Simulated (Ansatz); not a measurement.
# What Ge → Zn does to PtGe

The parent structure is PtGe (space group Pnma, No. 62; a = 5.7718 Å, b = 3.7130 Å, c = 6.1288 Å).

It is then changed as follows: Zn takes the place of Ge on all its sites, then cell and atoms are relaxed.

The values are results of r2SCAN (Ansatz, a first-principles code, PAW, spin-orbit coupling left out), not measurements. k-mesh 15×15×16 (Γ-centred); smearing 0.05 eV (Fermi–Dirac), for the changed cell.

```
quantity                  base           changed        shift
---------------  -------------  ----------------  -----------
volume per atom       16.42 Å³          14.15 Å³     -2.27 Å³
density            13.54 g/cm³       15.29 g/cm³  +1.75 g/cm³
space group      Pnma (No. 62)  P4/mmm (No. 123)            –
band gap                  zero              zero            –
```

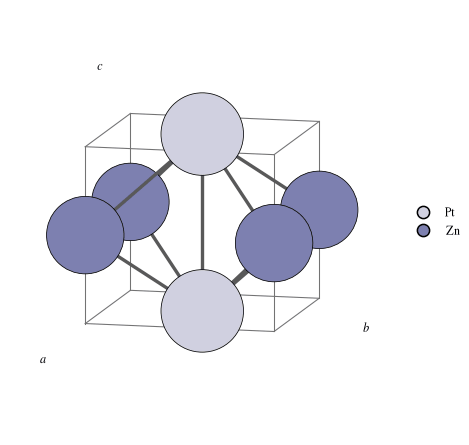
Figure: The relaxed conventional cell after the change

Cost of the whole job for the changed cell (relaxation, final SCF and bands): very roughly 26 core-minutes.

Whether these cells are dynamically stable was not tested. The final runs are not spin-polarised.
